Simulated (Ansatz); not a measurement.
What Sb → Mo does to GaSb

Base system: GaSb in the zinc blende structure (space group F-43m, No. 216; a = 6.1335 Å).

Perturbation: full substitution Sb → Mo; the structure is relaxed again.

All numbers come from r2SCAN (Ansatz, an electronic-structure program, PAW, no spin-orbit coupling), earlier PAW set. k-mesh 14×14×14 (Γ-centred); smearing 0.05 eV (Fermi–Dirac), for the changed cell.

The volume per atom drops by 6.126 Å³, from 28.84 Å³ to 22.72 Å³ and the density grows by 0.54 g/cm³ to 6.05 g/cm³. The space group stays F-43m (No. 216) and the band gap goes from 0.41 eV to zero.

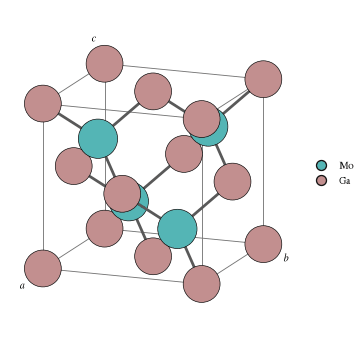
*The relaxed conventional cell after the change*

Cost of the whole job for the changed cell (relaxation, final SCF and bands): roughly 2.4 core-minutes.

Spin-orbit coupling, missing from the scalar runs, can matter with Sb. No phonon test of stability was made. As relaxed here, GaMo is a hypothetical phase, not in the database extracts checked. The final runs are not spin-polarised. An odd electron count without spin: GaMo. GaMo has a high density of states at the Fermi level and may be magnetic at this level.
